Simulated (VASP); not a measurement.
Band structure of SnTe (rock salt). Computed with optB86b-vdW, VASP's PBE PAW potentials (set 64) (plane waves; VASP 6.6.1).

Unless said otherwise, spin-orbit coupling is left out, though it shifts the bands of the heavy elements here.

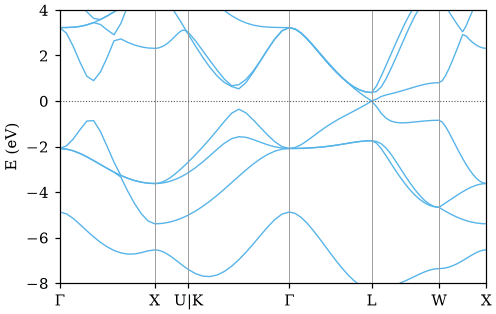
Figure: Bands along high-symmetry lines, zero at the valence-band maximum or, without a gap, the Fermi level

**Question.** Read the plot: is there a gap, and where are the band edges?

**Answer.** It has no gap at this level: it comes out as a metal or semimetal. (Edges off the drawn lines would not show.)

The compound is SnTe in the rock salt structure, which distorts at low temperature. It was relaxed first.
